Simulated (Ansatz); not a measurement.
SiH5: several calculations on one system

**1. Relaxation**

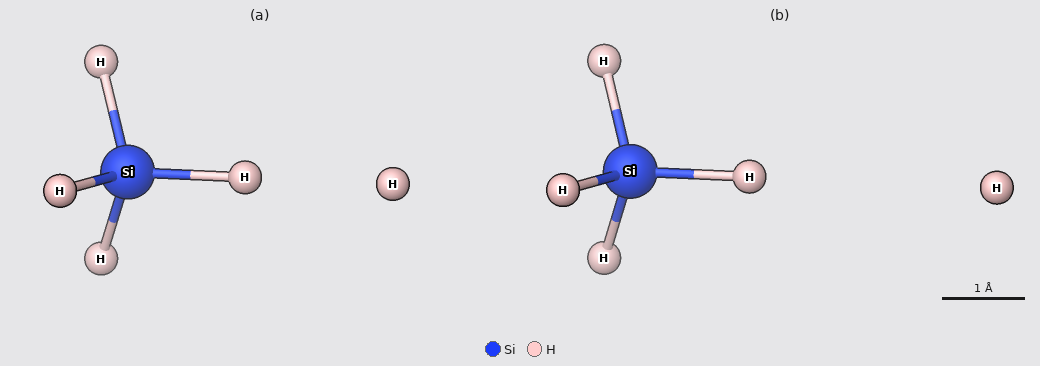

The structure of SiH5 (multiplicity 2) before (left) and after (right) a relaxation, at one scale.

The picture is a ball-and-stick view, seen at a tilt.

The run prepares an end point of a later path (reaction) calculation, from a guessed geometry.

All numbers below come from UKS PBE/def2-SVP (Ansatz).

Input
```yaml
crystal:
  periodic: [false, false, false]
  atoms:
    - { symbol: Si, position_ang: [0.000284, 0.0, -0.063671] }
    - { symbol: H, position_ang: [0.000131, 0.0, 1.416457] }
    - { symbol: H, position_ang: [1.415723, 0.0, -0.569942] }
    - { symbol: H, position_ang: [-0.707348, 1.225762, -0.570183] }
    - { symbol: H, position_ang: [-0.707348, -1.225762, -0.570183] }
    - { symbol: H, position_ang: [-4.2e-05, 0.0, 3.278922] }
magnetization:
  spin_polarized: true
  initial_magnetization: 1
basis:
  gaussian: { orbitals: def2-SVP }
hamiltonian:
  xc: pbe
relax:
  f_tol: 0.03
  max_steps: 50
```

Command:
```bash
ansatz run input.yaml --threads 1 --pin off --max-ram 2048MiB --backend cpu --events-out ev --progress --plain --runs-dir out
```

Describe what moved and what it gained.

The largest move after the best rigid fit is that of H6, 1.06 Å. By element the largest moves are H 1.06 Å, Si 0.22 Å. Near-neighbour distances that change, for instance: Si1–H2 1.480 → 1.503 Å. The energy falls by 0.94 kcal/mol in 9 geometry steps. The largest force component goes from 0.62 to 0.0073 eV/Å. The forces were under the threshold at step 4, but the run went on from there. The run took 11 s on 1 thread of Arm Neoverse V1, with other jobs on the host, peak memory 0.096 GiB.

**2. Relaxation**

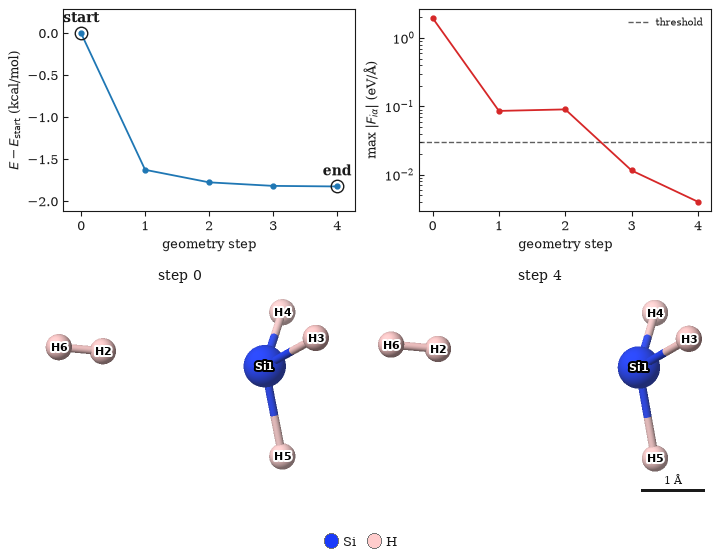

First and last geometry of a relaxation of SiH5 (multiplicity 2), with the history of the run. Style: ball-and-stick. Shown from a free direction.

The run prepares an end point of a later path (reaction) calculation, from a guessed geometry.

All numbers below come from Ansatz, UKS PBE/def2-SVP.

Input file:
```yaml
crystal:
  periodic: [false, false, false]
  atoms:
    - { symbol: Si, position_ang: [0.000685, 0.0, -0.285672] }
    - { symbol: H, position_ang: [-0.000152, 0.0, 2.379217] }
    - { symbol: H, position_ang: [1.422219, 0.0, -0.759548] }
    - { symbol: H, position_ang: [-0.710433, 1.231297, -0.75862] }
    - { symbol: H, position_ang: [-0.710433, -1.231297, -0.75862] }
    - { symbol: H, position_ang: [-0.000486, 0.0, 3.104643] }
magnetization:
  spin_polarized: true
  initial_magnetization: 1
basis:
  gaussian: { orbitals: def2-SVP }
hamiltonian:
  xc: pbe
relax:
  f_tol: 0.03
  max_steps: 50
```

Command:
```bash
ansatz run input.yaml --threads 1 --pin off --max-ram 2048MiB --backend cpu --events-out ev --progress --plain --runs-dir out
```

What do the curves and the structures tell?

It converged. The largest move after the best rigid fit is that of H6, 0.46 Å. By element the largest moves are H 0.46 Å, Si 0.23 Å. Near-neighbour distances that change, for instance: H2–H6 0.725 → 0.771 Å, Si1–H3 1.498 → 1.504 Å. The energy falls by 1.82 kcal/mol in 4 geometry steps. Largest force component: 2 eV/Å at the start, 0.004 eV/Å at the end. Cost: 6 s on 1 thread of Arm Neoverse V1 (shared host), peak memory 0.096 GiB.

```csv
step,"E − E(0), kcal/mol","largest force component, eV/Å"
0,0.00,1.9625
1,-1.62,0.0859
2,-1.77,0.0904
3,-1.81,0.0116
4,-1.82,0.0040
```

Limits of the set-up: the start holds two separate molecules, 2.7 Å apart at their closest, whose relative position is a soft coordinate and is computed without a dispersion correction.

**3. Path**

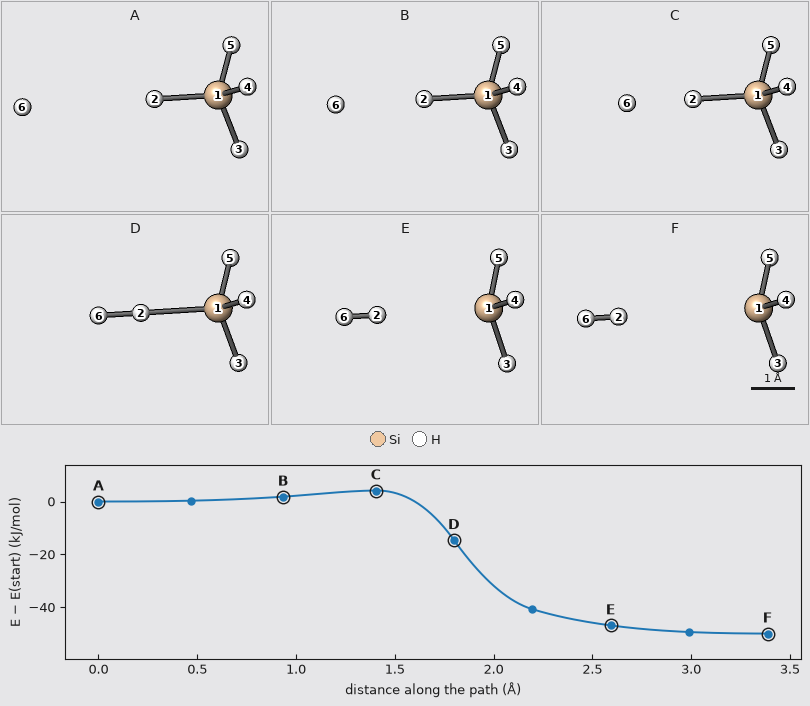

NEB run on SiH$_{5}$ (multiplicity 2), made up at the start of SiH$_{4}$ and H. Images are numbered from 0 (start) to 8 (end). Frames A to F are images 0, 2, 3, 4, 6, 8. A ball-and-stick model, seen at a tilt.

Theory: Ansatz, UKS PBE/def2-SVP. Settings: 7 movable images; climbing image; force threshold 0.05 eV/Å; iteration limit 60; starting path through a guess of the saddle point.

> Read off the barrier and say what moves.

A hydrogen atom shifts from one atom to another. Breaking: Si1–H2 (1.50 → 1.54 at the top → 3.31 Å). Forming: H2–H6 (3.12 → 1.56 at the top → 0.77 Å). The highest point, image 3, lies 4.2 kJ/mol above the start and 54.1 kJ/mol above the end; the end is at −49.9 kJ/mol relative to the start. The band is converged. At the top, the vibrational analysis gives one imaginary mode (400i cm⁻¹), as a transition state must have.

Limits of the set-up: the start holds two separate molecules, 3.1 Å apart at their closest, whose relative position is a soft coordinate and is computed without a dispersion correction.
